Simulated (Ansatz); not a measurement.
## Ligand exchange: GeH3(CH3) + C2F3I → GeH3I + C3H3F3

Species: GeH3(CH3) (methyl germane), singlet; C2F3I (trifluoroiodoethylene) `FC(F)=C(F)I`, singlet; GeH3I `[GeH3][I]`, singlet; C3H3F3 `CC(F)=C(F)F`, singlet. The partners trade CH3 for I: Ge–CH3 and C–I bonds give way to Ge–I and C–CH3.

Shapes, held fixed at every level: PBE0-D4/def2-TZVP. Programs: Ansatz 0.2.0. The zero-point and thermal change to 298 K, harmonic and unscaled (PBE0-D4/def2-TZVP), is +5.3 kJ/mol.

```
              level                   kind  ΔH(298 K) (kJ/mol)  less CCSD(T)/def2-TZVPP
      HF/def2-TZVPP           Hartree–Fock              -166.4                    -36.6
B3LYP-D4/def2-TZVPP          global hybrid              -135.1                     -5.3
 PBE0-D4/def2-TZVPP          global hybrid              -139.1                     -9.3
  B2PLYP/def2-TZVPP          double hybrid              -136.0                     -6.2
     MP2/def2-TZVPP    perturbation theory              -130.3                     -0.5
      CCSD/def2-SVP  coupled cluster or CI              -155.0                    -25.2
 CCSD(T)/def2-TZVPP  coupled cluster or CI              -129.8                      0.0
```

The highest level, CCSD(T)/def2-TZVPP, gives ΔH(298 K) = -129.8 kJ/mol; the levels span -166.4 to -129.8. The column of differences is taken from that level and isn't an error. No measured value is set beside it here. For atoms past krypton def2 sets carry core potentials with scalar relativity. Relativity is left out for Ge. Outer-core shells of Ge, I are correlated, in sets that cover them unevenly.

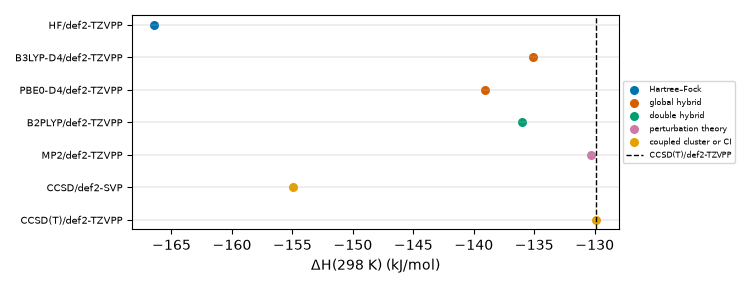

The values of the table, level by level.
